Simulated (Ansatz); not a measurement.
BPH₃ClF₂: several calculations on one system

**1. Relaxation**

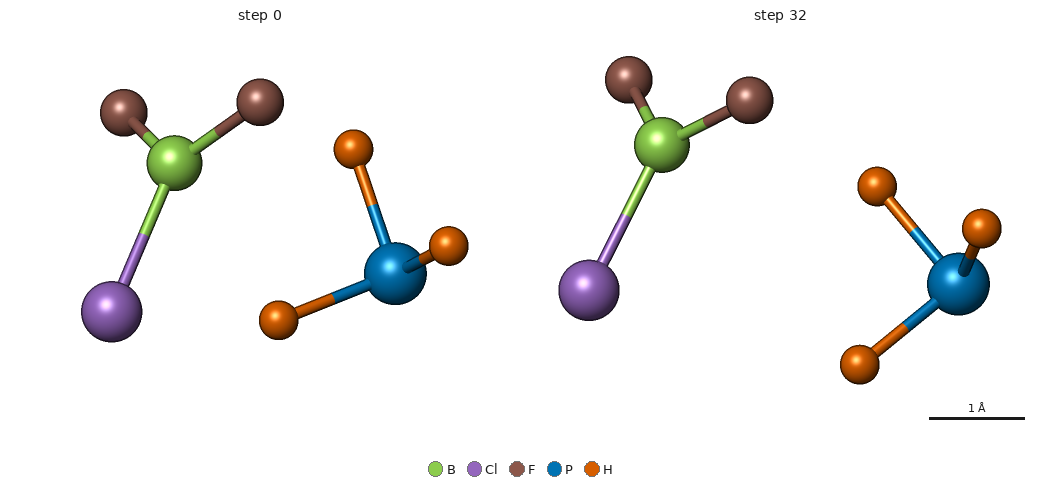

The structure of BPH3ClF2 before (left) and after (right) a relaxation, at one scale.

A ball-and-stick model, seen at a tilt.

The run prepares an end point of a later path (reaction) calculation, from a guessed geometry.

Theory: Ansatz 0.2.0, RHF/def2-SVP. Settings: no spin polarisation; force threshold 0.03 eV/Å; at most 50 steps.

Q: Summarise the run.

A: After 25 accepted moves (32 points after the start) the energy has fallen by 0.339 eV. The largest force component goes from 1.2 to 0.0033 eV/Å. The line search rejected the trial steps at points 3, 7, 15, 16, 18, 22, 30 of the run. The forces were under the threshold at step 24, but the run went on from there. The largest move after the best rigid fit is that of an H atom, 0.84 Å. Largest moves by element: H 0.84 Å, F 0.55 Å, P 0.52 Å, B 0.51 Å, Cl 0.50 Å. Near-neighbour distances that change, for instance: B–Cl 1.816 → 1.749 Å.

Limits of the set-up: the start holds two separate molecules, 2.3 Å apart at their closest, whose relative position is a soft coordinate and is computed without a dispersion correction; Hartree-Fock leaves out electron correlation.

**2. Relaxation**

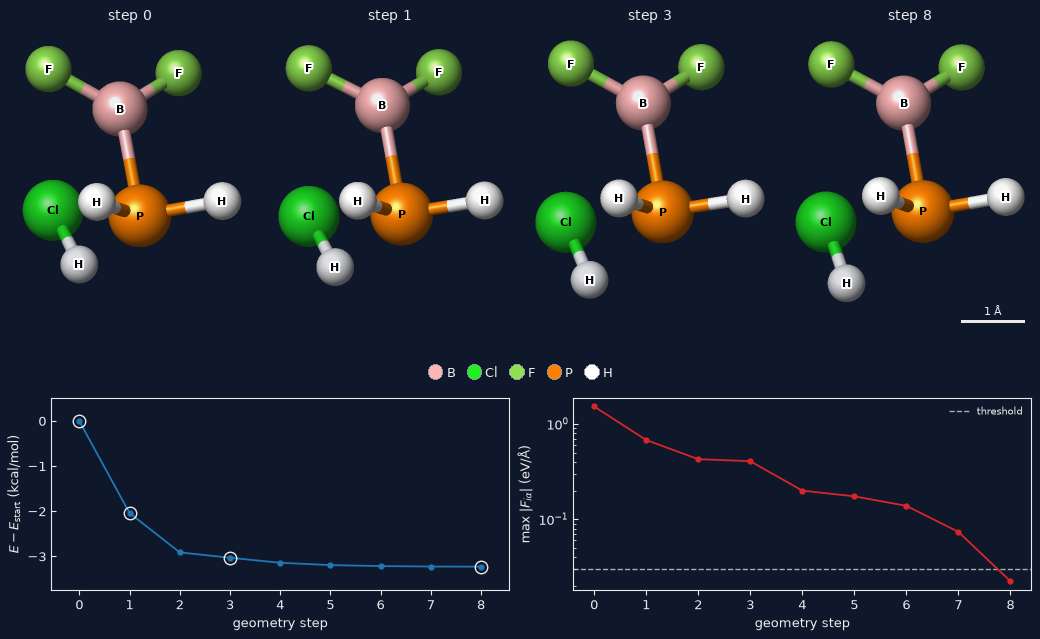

Frames of a relaxation of BPH₃ClF₂, marked on the history of the run. A ball-and-stick model, seen from a free direction.

The run prepares an end point of a later path (reaction) calculation, from a guessed geometry.

The calculation used RHF/def2-SVP in Ansatz.

Input file:
```yaml
crystal:
  periodic: [false, false, false]
  atoms:
    - { symbol: B, position_ang: [0.115604, -0.55878, -0.271676] }
    - { symbol: Cl, position_ang: [-0.162572, 0.492543, 2.597585] }
    - { symbol: F, position_ang: [1.187509, 0.157789, -0.480771] }
    - { symbol: F, position_ang: [-1.033452, -0.053552, -0.636153] }
    - { symbol: P, position_ang: [0.211263, -2.313303, 0.509329] }
    - { symbol: H, position_ang: [-0.705245, -2.968054, -0.33463] }
    - { symbol: H, position_ang: [1.401041, -2.765002, -0.090738] }
    - { symbol: H, position_ang: [-0.098948, -0.82794, 2.653454] }
basis:
  gaussian: { orbitals: def2-SVP }
hamiltonian:
  xc: hf
relax:
  f_tol: 0.03
  max_steps: 50
output:
  orbitals: {}
```

Run as
```bash
ansatz run input.yaml --threads 1 --pin off --max-ram 2048MiB --backend cpu --events-out ev --progress --plain --runs-dir out
```

Question: What happens along the run?

Answer: The energy falls by 3.23 kcal/mol in 8 geometry steps. Largest force component: 1.5 eV/Å at the start, 0.022 eV/Å at the end. H8 moves most after the best rigid fit: 0.58 Å. By element the largest moves are H 0.58 Å, Cl 0.37 Å, B 0.18 Å, F 0.16 Å, P 0.15 Å. Near-neighbour distances that change, for instance: Cl2–H8 1.323 → 1.273 Å, B1–P5 1.923 → 1.937 Å. The run took 20 s on 1 thread of Arm Neoverse V1, with other jobs on the host, peak memory 0.18 GiB. From step 0 to 1: Cl2 moves most (0.20 Å), energy −2.04 kcal/mol. From step 1 to 3: H8 moves most (0.31 Å), energy −0.99 kcal/mol. From step 3 to 8: H8 moves most (0.12 Å), energy −0.20 kcal/mol.

```tsv
step	E − E(0), kcal/mol	largest force component, eV/Å
0	0.00	1.5196
1	-2.04	0.6773
2	-2.91	0.4262
3	-3.03	0.4063
4	-3.14	0.1996
5	-3.19	0.1740
6	-3.21	0.1382
7	-3.22	0.0737
8	-3.23	0.0224
```

Limits of the set-up: the start holds two separate molecules, 2.6 Å apart at their closest, whose relative position is a soft coordinate and is computed without a dispersion correction; Hartree-Fock leaves out electron correlation.

**3. Path**

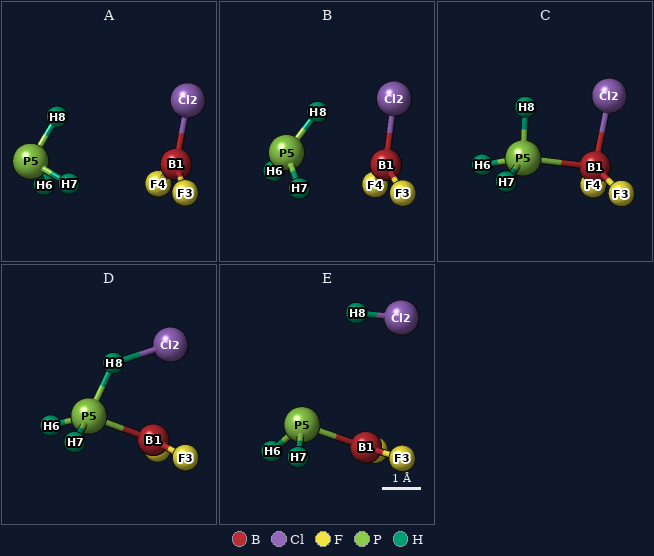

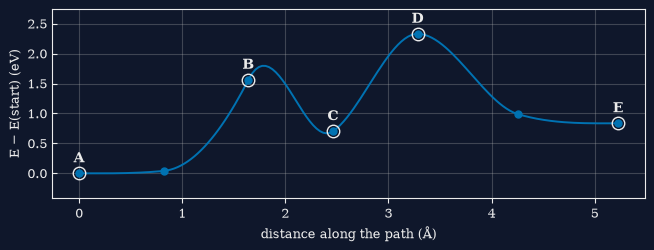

A nudged-elastic-band calculation for BPH₃ClF₂, made up at the start of BClF2 and PH3. Images are numbered from 0 (start) to 6 (end). Frames A to E are images 0, 2, 3, 4, 6. Style: ball-and-stick. Shown at a tilt.

Level of theory: RHF/def2-SVP in Ansatz 0.2.0. Settings: 5 movable images; climbing image; force threshold 0.05 eV/Å; iteration limit 60; starting path through a guess of the saddle point.

Describe the mechanism and the energy profile.

The path has more than one stage, and so few images may leave a stage unresolved. Breaking: B1–Cl2 (1.75 → 2.60 at the top → 3.61 Å), P5–H8 (1.41 → 1.57 at the top → 3.35 Å). Forming: B1–P5 (4.15 → 1.98 at the top → 1.94 Å), Cl2–H8 (3.69 → 1.72 at the top → 1.27 Å). The highest point, image 4, lies 2.33 eV above the start and 1.49 eV above the end; the end is at +0.84 eV relative to the start. The profile has 2 maxima (images 2, 4) with a dip at image 3 (+0.70 eV), so the process runs in steps. The band converged in 33 iterations. The largest component of the band force went from 8.3 to 0.035 eV/Å. The climbing image converged on the top of the path. Its vibrational analysis gives one imaginary mode (1368i cm⁻¹), as a transition state must have.

Limits of the set-up: the start holds two separate molecules, 3.3 Å apart at their closest, whose relative position is a soft coordinate and is computed without a dispersion correction; Hartree-Fock leaves out electron correlation.

The run took 4.6 min on 1 thread of Arm Neoverse V1 (shared host), peak memory 0.18 GiB.
